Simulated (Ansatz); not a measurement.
# H10O2Si4: single point in a Gaussian basis in Python

A script is to give a single point in a Gaussian basis; the system is H10O2Si4.

Program: the Python package of Ansatz 0.2.0. Level of theory: CAM-B3LYP/def2-SVPD. These are calculated values, not measurements.

## (1) Starting point

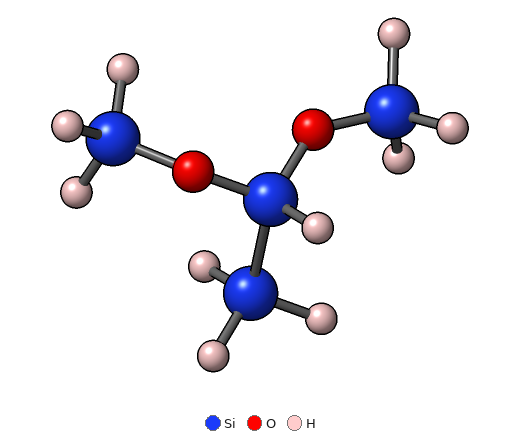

The starting structure, viewed from a chosen angle; silicon blue, oxygen red, hydrogen pink.

The script holds or builds the structure itself.

## (2) The script

Contents of energy_h10o2si4.py:

```python
"""Single point of H10O2Si4."""

from pathlib import Path
import json

import ansatz
from ase import Atoms
import numpy as np

config = {
    "basis": "def2-SVPD",
    "xc": "cam_b3lyp",
}

atoms = Atoms(["Si", "O", "Si", "Si", "O", "Si", "H", "H", "H", "H", "H", "H", "H", "H", "H", "H"], positions=[
    (-1.5667, 2.0442, -1.3774),
    (-0.8412, 1.655, 0.0569),
    (-0.0341, 0.3931, 0.763),
    (-1.328, -1.56, 0.7491),
    (1.4175, 0.1545, 0.0003),
    (2.7787, -0.7719, 0.1671),
    (-2.1278, 3.4139, -1.2948),
    (-2.664, 1.0807, -1.6357),
    (-0.5809, 1.9686, -2.4818),
    (0.2415, 0.7599, 2.1747),
    (-1.611, -1.9733, -0.6533),
    (-0.5954, -2.6635, 1.4294),
    (-2.6219, -1.3376, 1.4512),
    (2.3973, -2.2018, 0.0773),
    (3.7379, -0.447, -0.9149),
    (3.398, -0.5148, 1.489),
])
h10o2si4 = ansatz.Crystal.molecule_from_ase(atoms)

setup = (
    h10o2si4.calculation()
    .basis(gaussian=config["basis"])
    .functional(config["xc"])
    .forces()
    .orbitals()
)
done = setup.run(threads=1, pin="off", runs_dir="h10o2si4_runs")
r = done.report

print("reference energy %16.6f eV" % r["reference_energy_ev"])
print("total energy     %16.6f eV" % r["free_energy_ev"])
print("occupied orbitals outside the frozen core (up, down):", r["n_occupied"], " frozen:", r["n_frozen"], " virtual:", r["n_virtual"])

symbols = [site.symbol for site in h10o2si4.cartesian_sites]
forces = np.array(r["forces_ev_ang"])
print("largest force", round(float(np.linalg.norm(forces, axis=1).max()), 4), "eV/A, rms", round(float(np.sqrt((forces ** 2).mean())), 4))

charges = r["charge_distribution"]
print("dipole moment", round(4.803205 * float(np.linalg.norm(charges["dipole_moment_e_ang"])), 3), "D")
print("Mulliken:", [(s, round(q, 3)) for s, q in zip(symbols, charges["mulliken_charges_e"])])

lines = Path(r["orbitals_path"]).read_text().splitlines()
field_of = lambda key: [line.split("=")[1].strip() for line in lines if line.startswith(key)]
orbitals = [(27.211386 * float(e), s, float(n)) for e, s, n in zip(field_of("Ene="), field_of("Spin="), field_of("Occup="))]
homo = max(e for e, _, n in orbitals if n > 0.5)
lumo = min(e for e, _, n in orbitals if n < 0.5)
print(f"HOMO {homo:.3f} eV, LUMO {lumo:.3f} eV, gap {lumo - homo:.3f} eV")
with open("h10o2si4.json", "w") as handle:
    json.dump({k: r[k] for k in ("free_energy_ev", "reference_energy_ev", "n_occupied", "n_virtual")}, handle, indent=1)
```

## (3) The calls as engine input

The package turns the script's settings into the engine's input:

```yaml
crystal:
  periodic: [false, false, false]
  atoms:
    - { symbol: Si, position_ang: [-1.5667, 2.0442, -1.3774] }
    - { symbol: O, position_ang: [-0.8412, 1.655, 0.0569] }
    - { symbol: Si, position_ang: [-0.0341, 0.3931, 0.763] }
    - { symbol: Si, position_ang: [-1.328, -1.56, 0.7491] }
    - { symbol: O, position_ang: [1.4175, 0.1545, 0.0003] }
    - { symbol: Si, position_ang: [2.7787, -0.7719, 0.1671] }
    - { symbol: H, position_ang: [-2.1278, 3.4139, -1.2948] }
    - { symbol: H, position_ang: [-2.664, 1.0807, -1.6357] }
    - { symbol: H, position_ang: [-0.5809, 1.9686, -2.4818] }
    - { symbol: H, position_ang: [0.2415, 0.7599, 2.1747] }
    - { symbol: H, position_ang: [-1.611, -1.9733, -0.6533] }
    - { symbol: H, position_ang: [-0.5954, -2.6635, 1.4294] }
    - { symbol: H, position_ang: [-2.6219, -1.3376, 1.4512] }
    - { symbol: H, position_ang: [2.3973, -2.2018, 0.0773] }
    - { symbol: H, position_ang: [3.7379, -0.447, -0.9149] }
    - { symbol: H, position_ang: [3.398, -0.5148, 1.489] }
basis:
  gaussian:
    orbitals: def2-SVPD
hamiltonian:
  xc: cam_b3lyp
output:
  orbitals: {}
  forces: true
```

## (4) The run

Started as:

```sh
> python energy_h10o2si4.py
```

Without the output at hand: what should come out? Wanted: total energy; largest force; dipole moment; HOMO-LUMO gap of the mean field.

The runs gave:

| quantity | value |
| --- | --- |
| total energy | -35757.8690 eV |
| largest force | 0.510 eV/Å |
| dipole moment | 0.50 D |
| HOMO-LUMO gap of the mean field (CAM-B3LYP/def2-SVPD) | 9.62 eV |

In words: Forces reach 0.51 eV/Å, so the atoms aren't at rest. The geometry is a force-field or estimated start, not a minimum of this method, and the basis set is short of its limit. Levels such as HOMO and LUMO are orbital energies: with these approximate functionals they aren't the ionisation energy and electron affinity, and their gap isn't the fundamental gap. Mulliken charges are unreliable in a basis with diffuse functions.
